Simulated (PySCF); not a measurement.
# C₈H₁₆Si (SMILES CC(C)(C)[C@H]1C=CC[SiH2]1): what the fields show

The calculation's input:

```
{"job": {"kind": "uv", "xc": "CAM-B3LYP", "basis": "def2-SVPD", "ip": true}, "charge": 0, "multiplicity": 1}
C     -2.014150     0.260868     0.887272
C     -0.836019     0.517368    -0.058899
C     -0.877720     1.981759    -0.500292
C     -0.964945    -0.395930    -1.279421
C      0.503044     0.256096     0.685147
C      0.689082    -1.157927     1.181825
C      1.784182    -1.855928     0.846793
C      2.839663    -1.218564    -0.017070
Si     2.134393     0.524897    -0.286352
H     -2.070313    -0.793488     1.196427
H     -1.934208     0.878198     1.796558
H     -2.967938     0.509215     0.394969
H     -0.772944     2.658166     0.363314
H     -1.832962     2.215397    -0.996558
H     -0.069272     2.213764    -1.211828
H     -1.929334    -0.234214    -1.786453
H     -0.906891    -1.456453    -0.989488
H     -0.168040    -0.204151    -2.014180
H      0.512947     0.939480     1.556421
H     -0.076303    -1.608726     1.823605
H      1.922260    -2.882914     1.204275
H      2.993947    -1.779839    -0.954808
H      3.818871    -1.199706     0.491079
H      1.963782     0.868079    -1.732198
H      2.984567     1.590646     0.329411
```

Launched as:

```sh
OMP_NUM_THREADS=1 python probes_run.py task.json out
```

Geometry: PBE0-D3(BJ)/def2-SVP.

The calculation used PySCF, CAM-B3LYP/def2-SVPD, SCF density, gas phase.

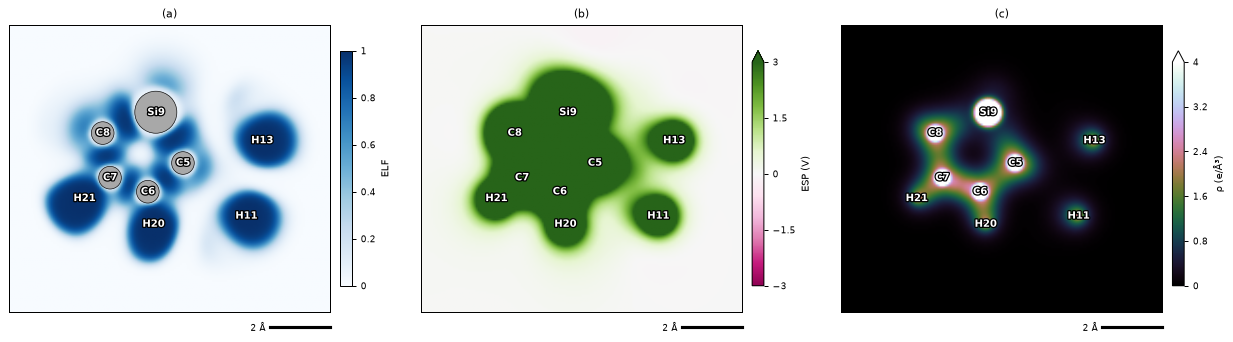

Figure 1. (a) electron localisation function; (b) electrostatic potential; (c) total electron density on the plane of atoms C5, C6 and C7. Grey discs cover the atomic cores in the ELF map.

What does the map show?

- The plane passes through C, Si and H nuclei.
- C–C (1.34 Å): ρ at the midpoint is about 2.3 e/Å³; the ELF peaks at about 0.95 between the atoms; a short, multiple covalent bond.
- C–Si (1.90 Å): ρ is about 0.94 e/Å³ halfway; the ELF peaks at about 0.95 between the atoms; a shared electron pair.
- C–H (1.10 Å): ρ is about 1.9 e/Å³ halfway; the ELF climbs to about 1 towards the hydrogen, as it does in any bond to H: a covalent bond by its length.
- C–C (1.51 Å): ρ at the midpoint is about 1.7 e/Å³; the ELF peaks at about 0.95 between the atoms, as expected for a covalent bond.
- The potential has no marked negative region in this plane.

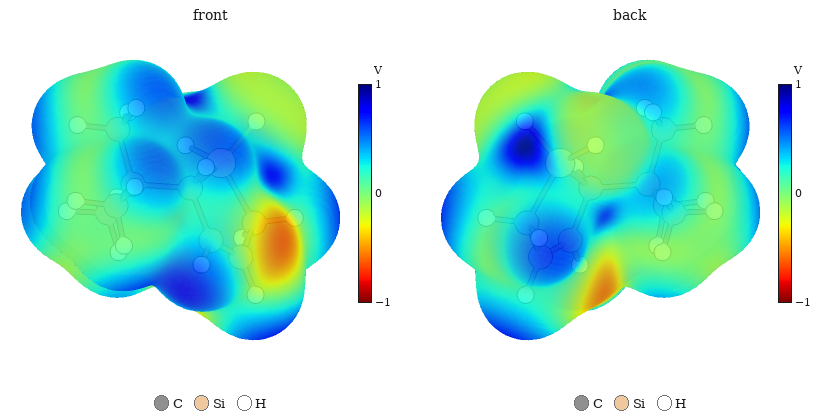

Figure 2. The electrostatic potential painted on the density surface at 0.002 e/bohr³, seen from the front and from behind; red is negative and blue positive.

Where is the surface potential most negative and most positive?

The most negative region (about −0.6 V) lies over the π face of C6 and C7, the most positive (about +0.8 V) over Si9.

How polar is the molecule by this calculation?

Its dipole moment is 0.38 D.
